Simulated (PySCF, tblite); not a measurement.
# C4H7FO: magnetic properties

Wanted: magnetic properties for C4H7FO (`C/C=C(/F)CO`).

Computed with tblite 0.8.0 and PySCF 2.14.0 and routines of our own; the level stands in each step. Atoms count from 0.

## 1. The system as given

13 atoms, charge 0, multiplicity 1; geometry from: force field or distance geometry start.

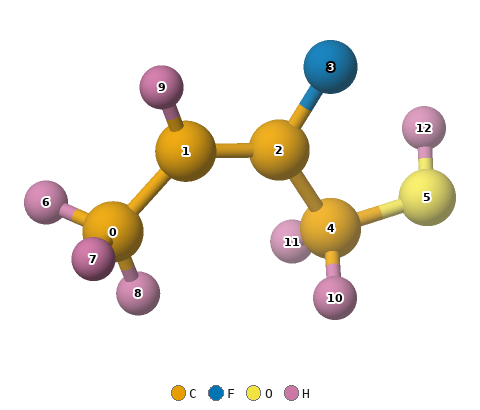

The starting geometry (carbon amber, fluorine blue, oxygen yellow, hydrogen pink).

## 2. Relaxing the molecule with GFN2-xTB, one coordinate held

Job settings and geometry (Å):

```
{"job": {"kind": "relax", "xc": "GFN2-xTB", "basis": "xTB"}, "charge": 0, "multiplicity": 1}
C     -1.713100    -0.606500    -0.500700
C     -1.016800     0.539500     0.144300
C      0.320400     0.713600     0.287000
F      0.698900     1.855200     0.916800
C      1.407900    -0.191900    -0.178100
O      2.667600     0.366000     0.163000
H     -2.382700    -0.218800    -1.287600
H     -2.330200    -1.124100     0.241900
H     -1.043900    -1.333600    -0.958400
H     -1.662800     1.303200     0.576800
H      1.356700    -1.194600     0.240900
H      1.366600    -0.284000    -1.273600
H      2.602100     1.328200     0.026000
```

Launch:

```console
OMP_NUM_THREADS=1 python excited_run.py task.json out
```

The driver reads the jobs from task.json and runs them one after another.

Standard output:

```text
step      E/eV     max force
  0    -568.44906    2.825
  1    -568.49028    2.306
  2    -568.52373    0.402
  3    -568.53029    0.349
  4    -568.54159    0.253
  5    -568.54495    0.225
  6    -568.54912    0.202
  7    -568.55077    0.177
  8    -568.55219    0.140
  9    -568.55302    0.111
 10    -568.55370    0.086
 11    -568.55430    0.082
 12    -568.55492    0.074
 13    -568.55543    0.072
 14    -568.55583    0.067
 15    -568.55625    0.072
 16    -568.55681    0.075
 17    -568.55743    0.088
 18    -568.55796    0.096
 19    -568.55833    0.099
 20    -568.55860    0.099
 21    -568.55882    0.097
 22    -568.55904    0.092
 23    -568.55925    0.083
 24    -568.55943    0.075
 25    -568.55954    0.075
 26    -568.55959    0.075
 27    -568.55962    0.077
 28    -568.55966    0.078
 29    -568.55969    0.080
 30    -568.55971    0.081
 31    -568.55973    0.081
 32    -568.55974    0.081
```

Wall time 0.15 s (1 thread of Arm Neoverse V2, shared host).

One coordinate is held by a constraint (a dihedral, as typed in the start), so the force along it need not vanish.

Step by step:

```csv
step,energy from step 0 (eV),largest force (eV/Å)
0,0.0000,2.8249
1,-0.0412,2.3057
2,-0.0747,0.4022
3,-0.0812,0.3489
4,-0.0925,0.2532
5,-0.0959,0.2251
6,-0.1001,0.2015
7,-0.1017,0.1774
8,-0.1031,0.1403
9,-0.1040,0.1109
10,-0.1046,0.0856
11,-0.1052,0.0816
12,-0.1059,0.0736
13,-0.1064,0.0721
14,-0.1068,0.0672
15,-0.1072,0.0724
16,-0.1078,0.0751
17,-0.1084,0.0878
18,-0.1089,0.0956
19,-0.1093,0.0993
20,-0.1095,0.0991
21,-0.1098,0.0974
22,-0.1100,0.0919
23,-0.1102,0.0830
24,-0.1104,0.0752
25,-0.1105,0.0749
26,-0.1105,0.0752
27,-0.1106,0.0766
28,-0.1106,0.0780
29,-0.1106,0.0802
30,-0.1106,0.0814
31,-0.1107,0.0813
32,-0.1107,0.0812
```

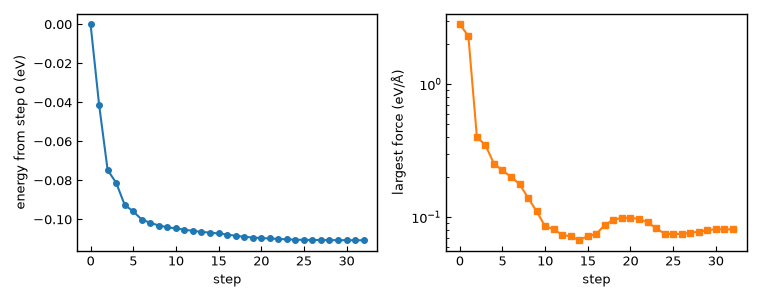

Energy and largest force along the relaxation.

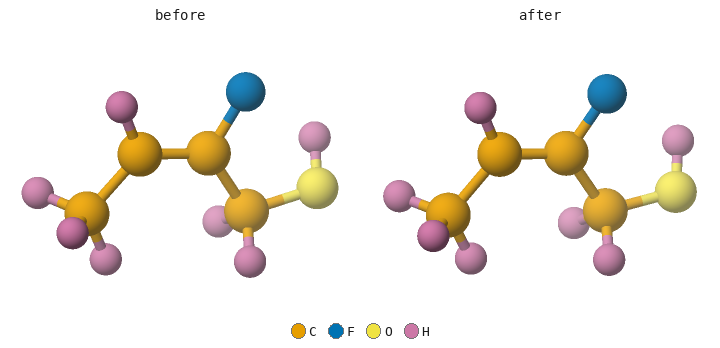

The geometry before (left) and after (right).

Close pairs (by a distance rule), those that changed most:

```csv
bond,before (Å),after (Å),change (Å)
C1–C2,1.356,1.322,-0.034
C2–C4,1.490,1.509,+0.020
C4–O5,1.419,1.401,-0.018
C0–H6,1.104,1.089,-0.014
O5–H12,0.974,0.965,-0.009
C1–H9,1.090,1.081,-0.009
C4–H10,1.088,1.096,+0.008
C0–H7,1.096,1.089,-0.006
```

The end geometry stands in the next job.

## 3. Magnetic properties: GIAO KT3/pcSseg-1

Job settings and geometry (Å):

```
{"job": {"kind": "mag", "xc": "KT3", "basis": "pcSseg-1", "isotopologues": 0}, "charge": 0, "multiplicity": 1}
C     -1.687062    -0.605174    -0.503497
C     -1.035350     0.555390     0.166074
C      0.269435     0.728575     0.289813
F      0.722162     1.843722     0.925648
C      1.387268    -0.160917    -0.197215
O      2.668164     0.325967     0.095150
H     -2.344547    -0.251653    -1.296729
H     -2.301949    -1.147186     0.214020
H     -0.957719    -1.288414    -0.926941
H     -1.693883     1.306825     0.578211
H      1.312741    -1.145069     0.278289
H      1.274953    -0.299934    -1.286784
H      2.656536     1.290169     0.062069
```

Method: GIAO KT3/pcSseg-1 magnetisability, rotational g tensor and spin-rotation constants, non-relativistic, gas phase.

Standard output:

```text
coarse grid: 10856 points
cycle   1  E = -336.0907817736  dE =  6.623e-01  |g| = 9.419e-01  |ddm| = 3.180e+00
cycle   2  E = -335.7352694462  dE =  3.555e-01  |g| = 1.645e+00  |ddm| = 2.456e+00
cycle   3  E = -336.2426269721  dE = -5.074e-01  |g| = 2.142e-01  |ddm| = 1.845e+00
cycle   4  E = -336.2526697695  dE = -1.004e-02  |g| = 8.948e-02  |ddm| = 2.768e-01
cycle   5  E = -336.2542281672  dE = -1.558e-03  |g| = 4.766e-02  |ddm| = 1.182e-01
cycle   6  E = -336.2547897568  dE = -5.616e-04  |g| = 7.361e-03  |ddm| = 4.533e-02
cycle   7  E = -336.2548012500  dE = -1.149e-05  |g| = 2.534e-03  |ddm| = 7.502e-03
cycle   8  E = -336.2548021867  dE = -9.367e-07  |g| = 7.737e-04  |ddm| = 2.446e-03
final grid: 105248 points
cycle   9  E = -336.3285820574  dE = -1.430e-04  |g| = 2.954e-02  |ddm| = 5.688e-02
cycle  10  E = -336.3282092717  dE =  3.728e-04  |g| = 5.596e-02  |ddm| = 6.185e-02
cycle  11  E = -336.3287076746  dE = -4.984e-04  |g| = 4.467e-03  |ddm| = 4.465e-02
cycle  12  E = -336.3287128532  dE = -5.179e-06  |g| = 8.471e-04  |ddm| = 4.390e-03
cycle  13  E = -336.3287129964  dE = -1.432e-07  |g| = 3.040e-04  |ddm| = 8.692e-04
cycle  14  E = -336.3287130153  dE = -1.892e-08  |g| = 7.007e-05  |ddm| = 3.129e-04
cycle  15  E = -336.3287130162  dE = -8.639e-10  |g| = 1.479e-05  |ddm| = 6.981e-05
converged SCF energy = -336.3287130162

Magnetisability tensor (1e-30 J/T^2)
     -856.53      -63.12      -41.78
      -63.12     -836.69       35.75
      -41.78       35.75     -899.21
isotropic -864.14   principal values    -924.97   -906.21   -761.24
isotropic susceptibility -52.040 1e-6 cm^3/mol

Inertial axes            a          b          c
rot. const./GHz      6.1796     2.3750     1.7561
chi total           -53.701    -47.339    -55.079
chi diamagnetic    -262.069   -586.574   -756.846
chi paramagnetic    208.368    539.234    701.767
quadrupole/D A        0.422     -0.825      0.402
g nuclear            0.5752     0.5839     0.5717
g electronic        -0.6049    -0.6017    -0.5790
g total             -0.0297    -0.0177    -0.0073

Spin-rotation constants (kHz, H = +C I.J)
atom  isotope        aa         bb         cc
  3    19F        9.237      2.831      1.037
  6     1H       -0.320     -0.258     -0.050
  7     1H       -0.362     -0.258     -0.036
  8     1H       -0.485      0.005     -0.211
  9     1H       -0.457      0.139     -0.199
 10     1H       -0.629     -0.091      0.015
 11     1H       -0.606     -0.073      0.008
 12     1H       -0.650     -0.101     -0.165
  0    13C*       0.926      0.324      0.216
  1    13C*       1.644      0.909      0.253
  2    13C*       1.933      1.162      0.462
  4    13C*       1.065      0.580      0.393
  5    17O*      -0.605     -0.074     -0.110
* in the singly substituted isotopologue
```

Run time: 15 s. Hardware: 1 thread of Arm Neoverse V2, shared host; peak memory 0.51 GiB.

In short:

```csv
quantity,value
magnetisability,-864·10⁻³⁰ J/T²
molar susceptibility,-52.0·10⁻⁶ cm³/mol
"rotational g (a, b, c)","-0.0297, -0.0177, -0.0073"
```

## 4. Results

| quantity | value |
| --- | --- |
| magnetisability (step 3, GIAO KT3/pcSseg-1) | -864·10⁻³⁰ J/T² |
| molar susceptibility (step 3, GIAO KT3/pcSseg-1) | -52.0·10⁻⁶ cm³/mol |
| rotational g (a, b, c) (step 3, GIAO KT3/pcSseg-1) | -0.0297, -0.0177, -0.0073 |

**Reading.** The values above hold for this geometry and these levels alone. Vibrational averaging and real surroundings are missing from these values.
